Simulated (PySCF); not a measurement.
# C₅H₁₄O₂Si (SMILES CC[C@](C)(CO)O[SiH3]): what the fields show

```xyz
22

C    -2.3014   -0.2655   -0.5772
C    -0.8099   -0.2841   -0.8853
C     0.1018    0.2125    0.2470
C    -0.1026   -0.5666    1.5427
C    -0.0922    1.7228    0.5021
O     0.2220    2.4837   -0.6312
O     1.4434    0.1019   -0.1837
Si    2.4277   -1.1359   -0.5066
H    -2.5369   -0.8928    0.2786
H    -2.6464    0.7454   -0.3785
H    -2.8505   -0.6444   -1.4363
H    -0.6148    0.3430   -1.7583
H    -0.5020   -1.3031   -1.1301
H    -1.0471   -0.2971    2.0055
H    -0.0893   -1.6353    1.3429
H     0.7047   -0.3324    2.2327
H     0.5475    2.0135    1.3491
H    -1.1293    1.9445    0.7555
H     1.0758    2.1619   -0.9510
H     3.6152   -0.3794   -0.8754
H     1.9370   -1.9761   -1.6038
H     2.6367   -1.9970    0.6605
```

Geometry: GFN2-xTB.

All numbers below come from PySCF 2.14.0, PBE0/pcSseg-1, SCF density, gas phase, non-relativistic.

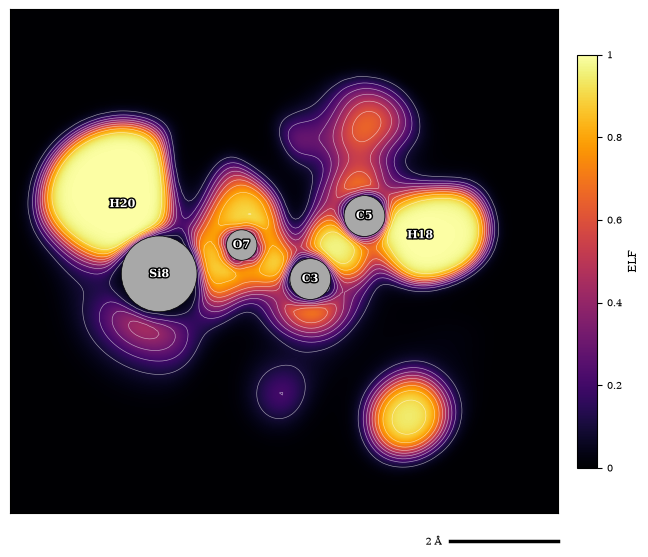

Figure 1. ELF on the plane of atoms O7, Si8 and H20. Grey discs cover the atomic cores.

### Describe what can be read from this map.

- Atoms in the plane: C, O, Si and H.
- C–O (1.41 Å): the ELF peaks at about 0.90 between the atoms: a polar covalent bond.
- C–C (1.54 Å): the ELF peaks at about 0.95 between the atoms; a shared electron pair.
- Si–O (1.61 Å): the ELF peaks at about 0.85 between the atoms (a short, strongly polar bond).
- C–H (1.09 Å): the ELF climbs to about 1 towards the hydrogen, as it does in any bond to H; an ordinary covalent bond to hydrogen.
- Si–H (1.46 Å): the ELF climbs to about 1 towards the hydrogen.
- The ELF also peaks beside O7, away from the bonds: lone-pair regions.

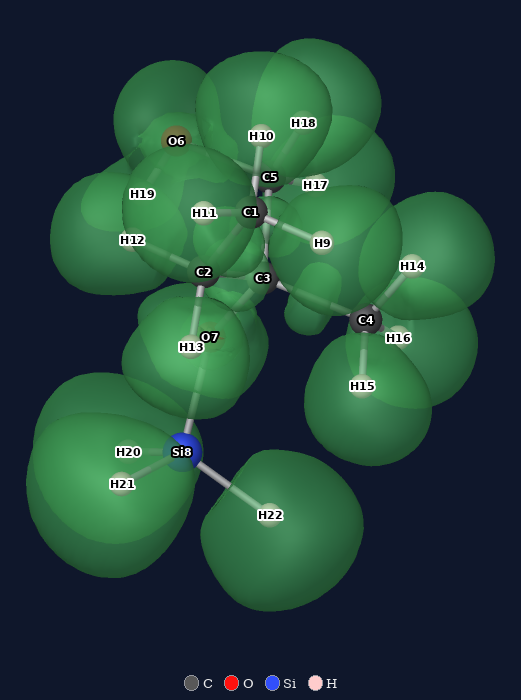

Figure 2. Isosurface of the ELF at 0.75 (green), seen at an oblique angle. Core shells and regions of very low density are left out.

### Where are the electrons localised?

The surface consists of four regions between bonded C–C atoms (shared pairs), 13 regions around hydrogen nuclei, one region on O in which the atom's valence shell and bonds are merged and one joined region spread over several atoms (H, O), in which their bonds and any lone pairs are merged.


C–O (1.40 Å): the ELF peaks at about 0.90 between the atoms (a polar covalent bond). C–C (1.52 Å): the ELF peaks at about 0.95 between the atoms (localised, covalent bonding).

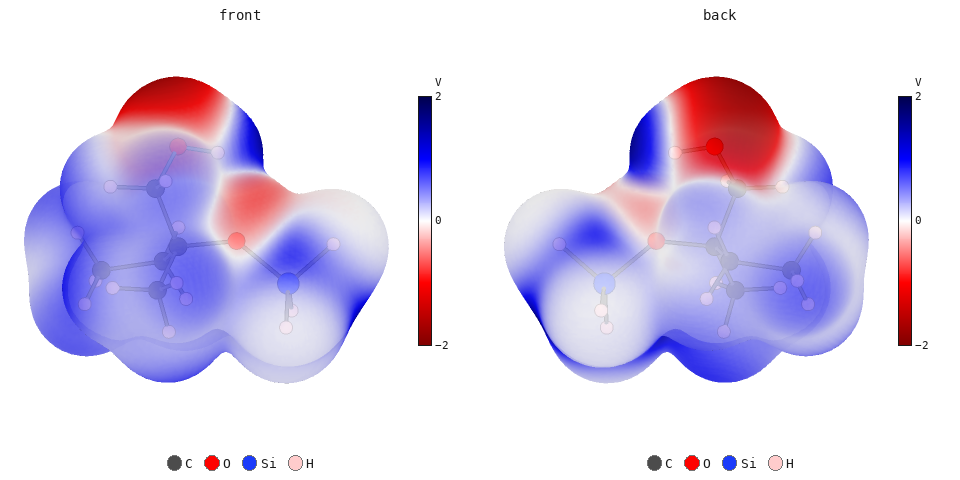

Figure 3. The molecular electrostatic potential painted on the density surface at 0.002 e/bohr³, seen from the front and from behind; the colour scale runs from red (negative) to blue (positive).

### Describe the electrostatic potential map.

The most negative region (about −1.8 V) lies over O6, the most positive (about +1.5 V) over Si8 and H19. O6 is the likeliest acceptor of a hydrogen bond.

### What dipole moment does the calculation give?

Its dipole moment is 2.06 D.
